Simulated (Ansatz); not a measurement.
**GaH₃O₃···HCl: density, localisation and related maps**

```xyz
9

Ga    0.2200   -0.5352    0.3968
O     0.5393    1.2262    0.8945
O    -1.3336   -1.3294    0.8254
O     1.5671   -1.4113   -0.4132
H    -0.5523    1.9804   -0.9362
Cl   -1.2526    1.6141   -1.9944
H     1.4680    1.4505    0.6798
H    -1.9507   -0.6818    1.2208
H     1.2948   -2.3135   -0.6736
```

Not at a stationary point (largest force 0.7 eV/Å).

These are results of RKS BLYP-D4/def2-SVP (Ansatz), not measurements.

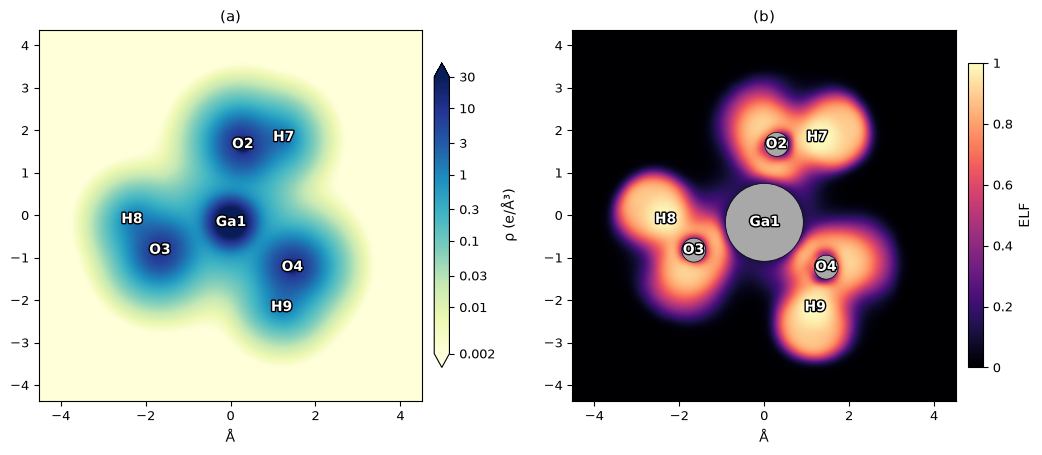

Figure 1. (a) total electron density; (b) electron localisation function on the plane of atoms Ga1, O2 and H7. Grey discs cover the atomic cores in the ELF map.

Describe what can be read from this map.

Answer.
- The section cuts through Ga, O and H sites.
- Ga–O (1.80 Å): the density is about 0.86 e/Å³ at the midpoint; the ELF peaks at about 0.85 in the valence shell of O, 0.6 Å from its nucleus, and is about 0.25 at the midpoint.
- O–H (0.98 Å): the density is about 3.5 e/Å³ at the midpoint; the ELF climbs to about 1 towards the hydrogen, as it does in any bond to H: a covalent bond by its length.
- Ga–O (1.86 Å): ρ at the midpoint is about 0.76 e/Å³; the ELF peaks at about 0.85 in the valence shell of O, 0.6 Å from its nucleus, and is about 0.25 at the midpoint.
- The ELF also peaks beside O3, O4 and O2, away from the bonds: lone-pair regions.

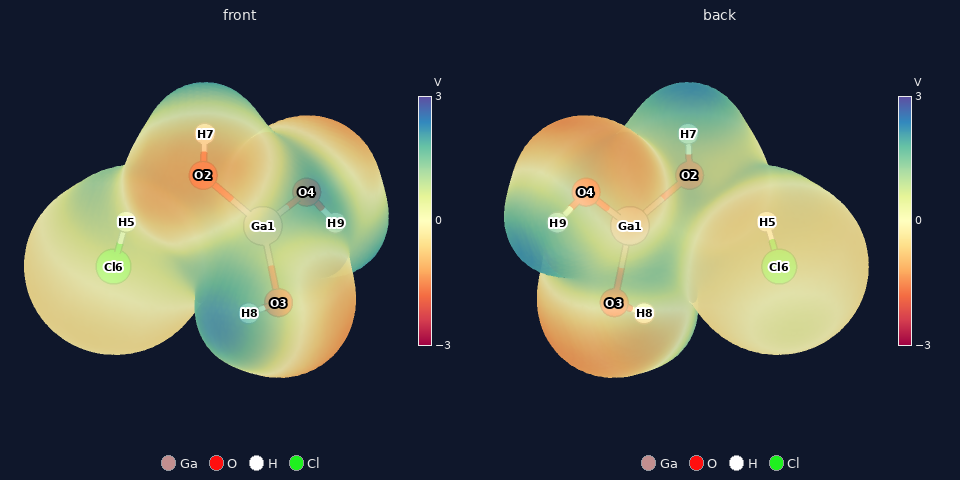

Figure 2. The molecular electrostatic potential painted on the density surface at 0.002 e/bohr³, seen from the front and from behind; red is negative and blue positive.

Where is the surface potential most negative and most positive?

Answer. The most negative region (about −1.3 V, or −30 kcal/mol for a unit charge) lies over O3 and O4, the most positive (about +2.2 V, or +51 kcal/mol for a unit charge) over H7, H8 and H9. Cl6 shows a σ-hole: about +0.3 V at the tip opposite its bond, against about −0.4 V, or −9 kcal/mol for a unit charge on its flanks.

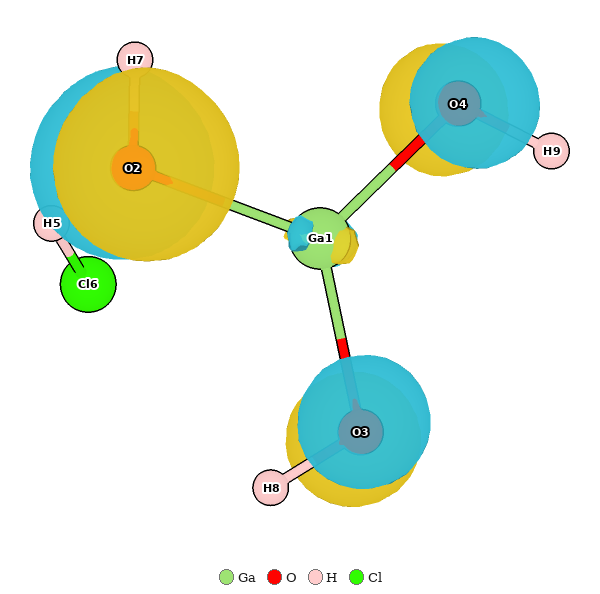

Figure 3. The HOMO−1 at ±0.15 Å⁻³ᐟ² (yellow and cyan are the two phases), seen at a tilt.

Where does this orbital lie, and at what energy?

Answer. It lies mainly on O2 (about 55 %), O3 (about 15 %), O4 (about 15 %) and Ga1 (about 5 %). Its energy is −6.94 eV.
